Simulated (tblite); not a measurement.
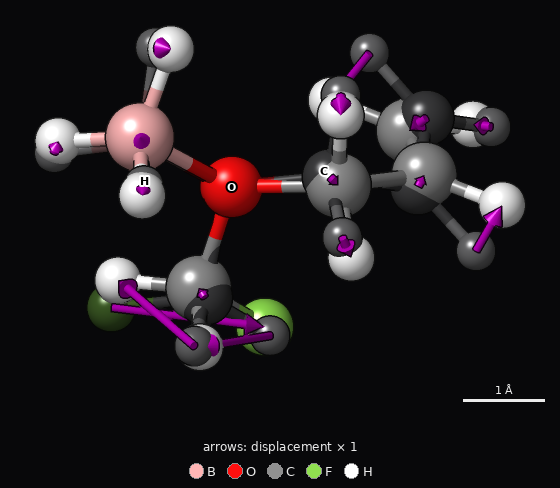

A relaxation of C4H10BFO. The starting structure is drawn faded, the final one solid; purple arrows show the displacements, at their true length. The two geometries are superimposed by the best rigid fit.

Style: ball-and-stick. Shown at a tilt.

Method: tblite, GFN2-xTB geometry optimisation, gas phase. 

> What did the optimiser do to the structure, and how much energy did it gain?

The F atom moves most after the best rigid fit: 1.94 Å. Largest moves by element: F 1.94 Å, H 1.90 Å, C 0.31 Å, B 0.25 Å, O 0.13 Å. Some distances before and after: B–O 1.496 → 1.683 Å, C–F 1.404 → 1.364 Å, C–O 1.422 → 1.385 Å, C–H 1.118 → 1.094 Å. Among the angles between lasting bonds that change: O–B–H 110.8° → 103.3°, H–B–H 106.8° → 114.1°, O–B–H 111.8° → 105.3°. Groups turn about C–O by about 110°, C–C by about 35°. After 165 geometry steps the energy has fallen by 14.9 kcal/mol.
